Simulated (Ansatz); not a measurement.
# H₂O+ (doublet): one geometry, many settings at angle H2–O1–H3 = 70.7°

What do other methods and options give for H₂O+ (doublet) at this geometry, and how long do they take?

Program: Ansatz 0.2.0, Gaussian basis. Level of theory: the settings change from run to run. These are calculated values, not measurements.

11 further runs of the same task are left out: 3 for a mislabelled method, 5 that didn't finish, 3 set aside as unsound or not needed.

**1. The system**

The geometry derives from a PBE0/def2-TZVP stationary point (not a proven minimum). One angle is set to the value named; bond lengths are kept.

3 atoms, charge 1, spin multiplicity 2.

Atoms are counted from 1 here; the program's logs count them from 0.

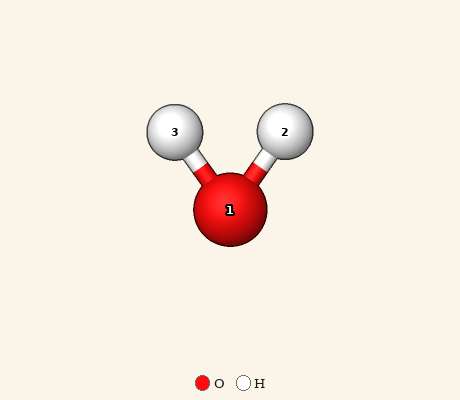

The structure; oxygen red, hydrogen white; atoms are numbered from 1 in the order of the file.

Geometry (Å):

```xyz
3
charge 1, multiplicity 2
O     0.0000   -0.0916    0.0000
H     0.0000    0.7271   -0.5808
H     0.0000    0.7271    0.5808
```

**2. MP2 on ROHF/def2-TZVP**

Input file in.yaml:

```yaml
crystal:
  periodic: [false, false, false]
  atoms:
    - {symbol: O, position_ang: [0.000000, -0.091615, 0.000000]}
    - {symbol: H, position_ang: [0.000000, 0.727123, -0.580772]}
    - {symbol: H, position_ang: [0.000000, 0.727123, 0.580772]}
basis:
  gaussian: {orbitals: def2-TZVP}
total_charge: 1
magnetization: {spin_polarized: false, initial_magnetization: 1}
correlation: {method: mp2, electrons: outside_noble_gas}
```

On the command line:

```sh
ansatz run in.yaml --threads 1 --pin off --events-out ev --progress --plain --max-ram 2393MiB
```

Standard output:

```text
Functional definition: HF
  name "HF"
  cite "Fock, Z. Phys. 61, 126 (1930) doi:10.1007/BF01340294"
  parent pbe
  exchange = exact_x
  correlation = 0
307 factors; integrals over basis functions are off by at most 1.5e-3 eV
mean field evaluation 1: about -2055.0906 eV, gradient 3.8e1 eV
mean field evaluation 2: about -2055.0908 eV, gradient 3.8e1 eV
mean field evaluation 4: about -2057.4423 eV, gradient 1.6e0 eV
mean field evaluation 8: about -2057.4500 eV, gradient 1.8e-4 eV
mean field -2057.44995931 eV, -75.6098914149 hartree, gradient 8.3e-7 eV, S^2 0.750000; 0 other end points of the search recorded, 0 dependent functions left out
mean field evaluation 16: about -2057.5852 eV, gradient 1.3e0 eV
1 core orbitals not correlated: weight in the atoms' cores, before any rotation towards them, 1.000 or more for the frozen orbitals, at most 0.000 for the correlated occupied ones
reference -2057.44995931 eV, -75.6098914149 hartree; 4, 3 occupied and 38, 39 virtual orbitals, 307 factors
second order -5.42456891 eV of doubles, -0.09673928 eV of singles
Total energy: -2062.97126750 eV, -75.8127957484 hartree
```

It took 0.18 s on 1 thread of Arm Neoverse V1, shared host.

**3. CISD/6-31G***

in.yaml: that of step 2 with these lines changed.

```diff
@@ -7,5 +7,7 @@
 basis:
-  gaussian: {orbitals: def2-TZVP}
+  gaussian: {orbitals: "6-31G*"}
 total_charge: 1
 magnetization: {spin_polarized: false, initial_magnetization: 1}
-correlation: {method: mp2, electrons: outside_noble_gas}
+correlation: {active_space: {ras: {orbitals: [3, 1, 14], electrons: 7, max_holes: 2, max_particles: 2}, fixed_orbitals: true}}
+scf: {lower_state_search: off}
+output: {forces: true}
```

The command is unchanged.

Standard output (excerpt; [...] marks lines left out):

```text
Functional definition: HF
  name "HF"
  cite "Fock, Z. Phys. 61, 126 (1930) doi:10.1007/BF01340294"
  parent pbe
[...]
189 factors; integrals over basis functions are off by at most 5.9e-4 eV
[...]
mean field -2056.16774084 eV, -75.5627707553 hartree, gradient 3.5e-6 eV, S^2 0.750000; 0 other end points of the search recorded, 0 dependent functions left out
reference -2056.16774084 eV, -75.5627707553 hartree; 5, 4 occupied and 14, 15 virtual orbitals, 189 factors
state -2060.50338675 eV, -75.7221028038 hartree
[...]
Total energy: -2060.50338675 eV, -75.7221028038 hartree
Atom 0 at     0.000000    -0.091615     0.000000 Å, force    -0.000000     1.975830    -0.000000 eV/Å
Atom 1 at     0.000000     0.727123    -0.580772 Å, force    -0.000000    -0.987915    -4.006621 eV/Å
Atom 2 at     0.000000     0.727123     0.580772 Å, force     0.000000    -0.987915     4.006621 eV/Å
Dipole moment:    -0.000000     0.622771    -0.000000 e Å
Checks for a lower state left out: starts, cluster_reference, orbital_swaps, neighbouring_geometries, increment
```

Run time: 0.51 s. Hardware: 1 thread of Arm Neoverse V1, shared host.

From the report: 1,444 determinants.

**4. CCSDT on UHF/def2-SVP**

Input file in.yaml:

```yaml
crystal:
  periodic: [false, false, false]
  atoms:
    - {symbol: O, position_ang: [0.000000, -0.091615, 0.000000]}
    - {symbol: H, position_ang: [0.000000, 0.727123, -0.580772]}
    - {symbol: H, position_ang: [0.000000, 0.727123, 0.580772]}
basis:
  gaussian: {orbitals: def2-SVP}
total_charge: 1
magnetization: {spin_polarized: true, initial_magnetization: 1}
hamiltonian: {pseudopotentials: {relativity: scalar}}
correlation: {method: ccsdt, electrons: outside_noble_gas}
```

The command is unchanged.

Standard output (excerpt; [...] marks lines left out):

```text
Functional definition: HF
  name "HF"
  cite "Fock, Z. Phys. 61, 126 (1930) doi:10.1007/BF01340294"
  parent pbe
[...]
390 factors; integrals over basis functions are off by at most 1.6e-7 eV
[...]
mean field -2056.36864709 eV, -75.5701539237 hartree, gradient 1.8e-6 eV, S^2 0.757061; 0 other end points of the search recorded, 0 dependent functions left out
1 core orbitals not correlated: weight in the atoms' cores, before any rotation towards them, 1.000 or more for the frozen orbitals, at most 0.000 for the correlated occupied ones
reference -2056.36864709 eV, -75.5701539237 hartree; 4, 3 occupied and 19, 20 virtual orbitals, 390 factors
second order -4.29449158 eV of doubles, -0.00000000 eV of singles
cycle   1  -4.60532612 eV  change   -3.1e-1 eV  update   4.1e-2
[...]
cycle  13  -4.82511907 eV  change    2.6e-7 eV  update   6.7e-7
Total energy: -2061.19376615 eV, -75.7474737787 hartree
Relativity: scalar
```

It took 1.1 s on 1 thread of Arm Neoverse V1, shared host.

From the report: ⟨S²⟩ of the determinant 0.757 (pure doublet: 0.75); correlation -4.8251 eV; T1 0.009; largest double amplitude 0.04.

**5. MRCISD+Q(relaxed)(1,7)/cc-pVDZ**

Input file in.yaml:

```yaml
crystal:
  periodic: [false, false, false]
  atoms:
    - {symbol: O, position_ang: [0.000000, -0.091615, 0.000000]}
    - {symbol: H, position_ang: [0.000000, 0.727123, -0.580772]}
    - {symbol: H, position_ang: [0.000000, 0.727123, 0.580772]}
basis:
  gaussian: {orbitals: cc-pVDZ}
total_charge: 1
magnetization: {spin_polarized: false, initial_magnetization: 1}
correlation: {method: fic_mrcisd_q_relaxed, electrons: all, active_space: {window: {electrons: 1, orbitals: 7}}}
```

Same command.

Standard output (excerpt; [...] marks lines left out):

```text
Functional definition: HF
  name "HF"
  cite "Fock, Z. Phys. 61, 126 (1930) doi:10.1007/BF01340294"
  parent pbe
[...]
219 factors; integrals over basis functions are off by at most 1.0e-3 eV
[...]
mean field -2056.82126032 eV, -75.5867871533 hartree, gradient 2.5e-6 eV, S^2 0.750000; 0 other end points of the search recorded, 0 dependent functions left out
reference -2056.82126032 eV, -75.5867871533 hartree; 5, 4 occupied and 19, 20 virtual orbitals, 219 factors
state -2056.82126032 eV, -75.5867871533 hartree
contracted CI cycle   1: correlation 0.00000000 eV, 0.0000000000 hartree, residual 2.46e1 eV
contracted CI cycle   2: correlation -4.61218899 eV, -0.1694948193 hartree, residual 3.55e0 eV
contracted CI cycle   3: correlation -4.77078082 eV, -0.1753229615 hartree, residual 1.19e0 eV
contracted CI cycle   4: correlation -4.78783672 eV, -0.1759497543 hartree, residual 3.33e-1 eV
contracted CI cycle   5: correlation -4.78923521 eV, -0.1760011475 hartree, residual 8.31e-2 eV
contracted CI cycle   6: correlation -4.78931505 eV, -0.1760040817 hartree, residual 1.69e-2 eV
contracted CI cycle   7: correlation -4.78931812 eV, -0.1760041947 hartree, residual 3.51e-3 eV
contracted CI cycle   8: correlation -4.78931823 eV, -0.1760041987 hartree, residual 7.10e-4 eV
state -2056.82126032 eV, -75.5867871533 hartree; corrected -2061.84423074 eV, -75.7713779116 hartree
WARN: 6 active orbitals are nearly empty or full. The corrections depend on them more than the energy does, and are more stable in an active space without them
Total energy: -2061.84423074 eV, -75.7713779116 hartree
```

It took 1.1 s on 1 thread of Arm Neoverse V1, shared host.

From the report: 2 determinants; active occupations 1.00, 0.00, 0.00, 0.00, 0.00, 0.00, 0.00. The report marks this result as in doubt.

**6. CCSDT(Q) on ROHF/STO-3G**

Input file in.yaml:

```yaml
crystal:
  periodic: [false, false, false]
  atoms:
    - {symbol: O, position_ang: [0.000000, -0.091615, 0.000000]}
    - {symbol: H, position_ang: [0.000000, 0.727123, -0.580772]}
    - {symbol: H, position_ang: [0.000000, 0.727123, 0.580772]}
basis:
  gaussian: {orbitals: STO-3G}
total_charge: 1
magnetization: {spin_polarized: false, initial_magnetization: 1}
hamiltonian: {pseudopotentials: {relativity: none}}
correlation: {method: ccsdt_q, electrons: outside_noble_gas}
output: {forces: true}
```

Same command.

Standard output:

```text
Functional definition: HF
  name "HF"
  cite "Fock, Z. Phys. 61, 126 (1930) doi:10.1007/BF01340294"
  parent pbe
  exchange = exact_x
  correlation = 0
92 factors; integrals over basis functions are off by at most 5.0e-8 eV
mean field evaluation 1: about -2029.2978 eV, gradient 1.5e1 eV
mean field evaluation 2: about -2029.3049 eV, gradient 1.5e1 eV
mean field evaluation 4: about -2030.1777 eV, gradient 3.8e-1 eV
mean field evaluation 8: about -2030.1776 eV, gradient 8.8e-5 eV
mean field evaluation 16: about -2030.1776 eV, gradient 1.9e-6 eV
mean field -2030.17764153 eV, -74.6076522226 hartree, gradient 1.9e-6 eV, S^2 0.750000; 0 other end points of the search recorded, 0 dependent functions left out
1 core orbitals not correlated: weight in the atoms' cores, before any rotation towards them, 1.000 or more for the frozen orbitals, at most 0.000 for the correlated occupied ones
reference -2030.17764153 eV, -74.6076522226 hartree; 4, 3 occupied and 2, 3 virtual orbitals, 92 factors
second order -0.99508460 eV of doubles, -0.02210623 eV of singles
cycle   1  -1.24846407 eV  change   -2.3e-1 eV  update   4.0e-2
cycle   2  -1.38321301 eV  change   -1.3e-1 eV  update   1.6e-2
cycle   3  -1.39707853 eV  change   -1.4e-2 eV  update   4.7e-3
cycle   4  -1.40025308 eV  change   -3.2e-3 eV  update   2.3e-3
cycle   5  -1.40068653 eV  change   -4.3e-4 eV  update   8.3e-4
cycle   6  -1.40108494 eV  change   -4.0e-4 eV  update   2.2e-4
cycle   7  -1.40111011 eV  change   -2.5e-5 eV  update   4.5e-5
cycle   8  -1.40106272 eV  change    4.7e-5 eV  update   2.0e-5
cycle   9  -1.40107605 eV  change   -1.3e-5 eV  update   6.8e-6
cycle  10  -1.40107423 eV  change    1.8e-6 eV  update   1.9e-6
cycle  11  -1.40107414 eV  change    9.2e-8 eV  update   4.8e-7
perturbative correction 0.00074492 eV, 0.0000273753 hartree
the calculation of the forces begins
Total energy: -2031.57797075 eV, -74.6591133722 hartree
Atom 0 at     0.000000    -0.091615     0.000000 Å, force     0.000000    -2.174584    -0.000000 eV/Å
Atom 1 at     0.000000     0.727123    -0.580772 Å, force    -0.000000     1.087292    -6.806628 eV/Å
Atom 2 at     0.000000     0.727123     0.580772 Å, force     0.000000     1.087292     6.806628 eV/Å
Dipole moment:    -0.000000     0.568323     0.000000 e Å
```

It took 3 s on 1 thread of Arm Neoverse V1, shared host.

From the report: correlation -1.4003 eV; T1 0.013; largest double amplitude 0.08.

**7. CASSCF(3,8)/cc-pVDZ**

Input file in.yaml:

```yaml
crystal:
  periodic: [false, false, false]
  atoms:
    - {symbol: O, position_ang: [0.000000, -0.091615, 0.000000]}
    - {symbol: H, position_ang: [0.000000, 0.727123, -0.580772]}
    - {symbol: H, position_ang: [0.000000, 0.727123, 0.580772]}
basis:
  gaussian: {orbitals: cc-pVDZ}
total_charge: 1
magnetization: {spin_polarized: false, initial_magnetization: 1}
correlation: {active_space: {window: {electrons: 3, orbitals: 8}}}
output: {forces: true}
```

The command is unchanged.

Standard output (excerpt; [...] marks lines left out):

```text
Functional definition: HF
  name "HF"
  cite "Fock, Z. Phys. 61, 126 (1930) doi:10.1007/BF01340294"
  parent pbe
[...]
219 factors; integrals over basis functions are off by at most 1.0e-3 eV
[...]
mean field -2056.82126032 eV, -75.5867871533 hartree, gradient 2.5e-6 eV, S^2 0.750000; 0 other end points of the search recorded, 0 dependent functions left out
reference -2056.82126032 eV, -75.5867871533 hartree; 5, 4 occupied and 19, 20 virtual orbitals, 219 factors
state -2057.99173283 eV, -75.6298012244 hartree
[...]
WARN: the results are in doubt because the forces break the atoms' symmetry
Total energy: -2057.99173283 eV, -75.6298012244 hartree
Atom 0 at     0.000000    -0.091615     0.000000 Å, force    -0.000000     2.979379    -0.442472 eV/Å
Atom 1 at     0.000000     0.727123    -0.580772 Å, force     0.000000    -1.801575    -3.294233 eV/Å
Atom 2 at     0.000000     0.727123     0.580772 Å, force    -0.000000    -1.177805     3.736705 eV/Å
Dipole moment:     0.000000     0.601358    -0.012682 e Å
In doubt: the forces break the atoms' symmetry
```

Run time: 0.9 s. Hardware: 1 thread of Arm Neoverse V1, shared host.

From the report: 224 determinants; active occupations 1.97, 1.00, 0.02, 0.00, 0.00, 0.00, 0.00, 0.00. Mind the lines of doubt at the end of the log.

**8. CASSCF(1,2)/STO-3G**

in.yaml: that of step 7 with these lines changed.

```diff
@@ -7,6 +7,7 @@
 basis:
-  gaussian: {orbitals: cc-pVDZ}
+  gaussian: {orbitals: STO-3G}
 total_charge: 1
 magnetization: {spin_polarized: false, initial_magnetization: 1}
-correlation: {active_space: {window: {electrons: 3, orbitals: 8}}}
+hamiltonian: {pseudopotentials: {relativity: scalar}}
+correlation: {active_space: {window: {electrons: 1, orbitals: 2}}}
 output: {forces: true}
```

Launched as before.

Standard output (excerpt; [...] marks lines left out):

```text
Functional definition: HF
  name "HF"
  cite "Fock, Z. Phys. 61, 126 (1930) doi:10.1007/BF01340294"
  parent pbe
[...]
90 factors; integrals over basis functions are off by at most 8.1e-6 eV
[...]
mean field -2031.24832132 eV, -74.6469989788 hartree, gradient 1.9e-6 eV, S^2 0.750000; 0 other end points of the search recorded, 0 dependent functions left out
reference -2031.24832132 eV, -74.6469989788 hartree; 5, 4 occupied and 2, 3 virtual orbitals, 90 factors
state -2031.24832132 eV, -74.6469989788 hartree
[...]
Total energy: -2031.24832132 eV, -74.6469989788 hartree
Relativity: scalar
Atom 0 at     0.000000    -0.091615     0.000000 Å, force    -0.000000     0.300061     0.000000 eV/Å
Atom 1 at     0.000000     0.727123    -0.580772 Å, force    -0.000000    -0.150031    -6.193653 eV/Å
Atom 2 at     0.000000     0.727123     0.580772 Å, force     0.000000    -0.150031     6.193653 eV/Å
Dipole moment:     0.000000     0.624499     0.000000 e Å
```

Wall time 0.09 s (1 thread of Arm Neoverse V1, shared host).

From the report: 2 determinants; active occupations 1.00, 0.00. With so small a space the active step adds no correlation: the energy is the mean field's.

**9. CCSDT(Q)/B on ROHF/6-31G**

Input file in.yaml:

```yaml
crystal:
  periodic: [false, false, false]
  atoms:
    - {symbol: O, position_ang: [0.000000, -0.091615, 0.000000]}
    - {symbol: H, position_ang: [0.000000, 0.727123, -0.580772]}
    - {symbol: H, position_ang: [0.000000, 0.727123, 0.580772]}
basis:
  gaussian: {orbitals: 6-31G}
total_charge: 1
magnetization: {spin_polarized: false, initial_magnetization: 1}
correlation: {method: ccsdt_q_b, electrons: valence}
scf: {lower_state_search: full}
output: {forces: true}
```

Launched as before.

Standard output (excerpt; [...] marks lines left out):

```text
Functional definition: HF
  name "HF"
  cite "Fock, Z. Phys. 61, 126 (1930) doi:10.1007/BF01340294"
  parent pbe
[...]
220 factors; integrals over basis functions are off by at most 2.9e-8 eV
[...]
mean field -2055.06472473 eV, -75.5222356609 hartree, gradient 2.5e-6 eV, S^2 0.750000; 3 other end points of the search recorded, 0 dependent functions left out
1 core orbitals not correlated: weight in the atoms' cores, before any rotation towards them, 1.000 or more for the frozen orbitals, at most 0.000 for the correlated occupied ones
reference -2055.06472473 eV, -75.5222356609 hartree; 4, 3 occupied and 8, 9 virtual orbitals, 220 factors
second order -2.67171850 eV of doubles, -0.02695169 eV of singles
cycle   1  -2.89407995 eV  change   -1.9e-1 eV  update   4.1e-2
[...]
cycle  13  -3.06552525 eV  change    6.3e-7 eV  update   4.7e-7
perturbative correction -0.00599390 eV, -0.0002202717 hartree
[...]
Total energy: -2058.13624388 eV, -75.6351119077 hartree
Atom 0 at     0.000000    -0.091615     0.000000 Å, force     0.000000     1.271642    -0.000000 eV/Å
Atom 1 at     0.000000     0.727123    -0.580772 Å, force     0.000000    -0.635821    -4.597473 eV/Å
Atom 2 at     0.000000     0.727123     0.580772 Å, force     0.000000    -0.635821     4.597473 eV/Å
Dipole moment:     0.000000     0.677078    -0.000000 e Å
```

Wall time 5.5 s (1 thread of Arm Neoverse V1, shared host).

From the report: correlation -3.0715 eV; T1 0.014; largest double amplitude 0.05.

**10. CCSDT(Q) on UHF/cc-pVDZ**

Input file in.yaml:

```yaml
crystal:
  periodic: [false, false, false]
  atoms:
    - {symbol: O, position_ang: [0.000000, -0.091615, 0.000000]}
    - {symbol: H, position_ang: [0.000000, 0.727123, -0.580772]}
    - {symbol: H, position_ang: [0.000000, 0.727123, 0.580772]}
basis:
  gaussian: {orbitals: cc-pVDZ}
total_charge: 1
magnetization: {spin_polarized: true, initial_magnetization: 1}
correlation: {method: ccsdt_q, electrons: valence}
output: {forces: true}
```

Launched as before.

Standard output (excerpt; [...] marks lines left out):

```text
Functional definition: HF
  name "HF"
  cite "Fock, Z. Phys. 61, 126 (1930) doi:10.1007/BF01340294"
  parent pbe
[...]
390 factors; integrals over basis functions are off by at most 9.5e-8 eV
[...]
mean field -2056.94531508 eV, -75.5913460817 hartree, gradient 1.7e-6 eV, S^2 0.756899; 0 other end points of the search recorded, 0 dependent functions left out
1 core orbitals not correlated: weight in the atoms' cores, before any rotation towards them, 1.000 or more for the frozen orbitals, at most 0.000 for the correlated occupied ones
reference -2056.94531508 eV, -75.5913460817 hartree; 4, 3 occupied and 19, 20 virtual orbitals, 390 factors
second order -4.31387744 eV of doubles, -0.00000000 eV of singles
cycle   1  -4.62425963 eV  change   -3.1e-1 eV  update   4.0e-2
[...]
cycle  13  -4.84386070 eV  change   -7.3e-8 eV  update   6.2e-7
perturbative correction -0.00707960 eV, -0.0002601703 hartree
[...]
Total energy: -2061.79625538 eV, -75.7696148494 hartree
Atom 0 at     0.000000    -0.091615     0.000000 Å, force     0.000000     1.582143    -0.000000 eV/Å
Atom 1 at     0.000000     0.727123    -0.580772 Å, force     0.000000    -0.791071    -3.716435 eV/Å
Atom 2 at     0.000000     0.727123     0.580772 Å, force    -0.000000    -0.791071     3.716435 eV/Å
Dipole moment:    -0.000000     0.568746    -0.000000 e Å
```

Run time: 13 s. Hardware: 1 thread of Arm Neoverse V1, shared host.

From the report: ⟨S²⟩ of the determinant 0.757 (pure doublet: 0.75); correlation -4.8509 eV; T1 0.009; largest double amplitude 0.04.

**11. All runs side by side**

Where basis and cores are those of an earlier FCI/cc-pVDZ run (-2061.7956 eV), and the state is the same kind, the miss against it is given. † marks a result that the program doubts.

| level | correlated | functions | energy (eV) | from FCI (meV) | time |
| --- | --- | --- | --- | --- | --- |
| MP2 on ROHF/def2-TZVP | outside noble gas | 43 | -2062.9713 |  | 0.18 s |
| CISD/6-31G* | valence | 19 | -2060.5034 |  | 0.51 s |
| CCSDT on UHF/def2-SVP (relativity set) | outside noble gas | 24 | -2061.1938 |  | 1.1 s |
| MRCISD+Q(relaxed)(1,7)/cc-pVDZ † | all | 24 | -2061.8442 |  | 1.1 s |
| CCSDT(Q) on ROHF/STO-3G | outside noble gas | 7 | -2031.5780 |  | 3 s |
| CASSCF(3,8)/cc-pVDZ † |  | 24 | -2057.9917 | 3803.9 | 0.9 s |
| CASSCF(1,2)/STO-3G (relativity set) |  | 7 | -2031.2483 |  | 0.09 s |
| CCSDT(Q)/B on ROHF/6-31G | valence | 13 | -2058.1362 |  | 5.5 s |
| CCSDT(Q) on UHF/cc-pVDZ | valence | 24 | -2061.7963 | -0.7 | 13 s |

**12. What came out**

| quantity | value |
| --- | --- |
| runs | 9 |
| quickest | CASSCF(1,2)/STO-3G (relativity set), 0.09 s |
| slowest | CCSDT(Q) on UHF/cc-pVDZ, 13 s |

In words: Total energies in different bases, with other cores or another treatment of relativity can't be set against each other. CCSDT(Q) on UHF/cc-pVDZ took 139 times as long as CASSCF(1,2)/STO-3G (relativity set); the jobs differ in more than the method. Hartree-Fock, CASSCF and CASCI lack dynamic correlation by design.
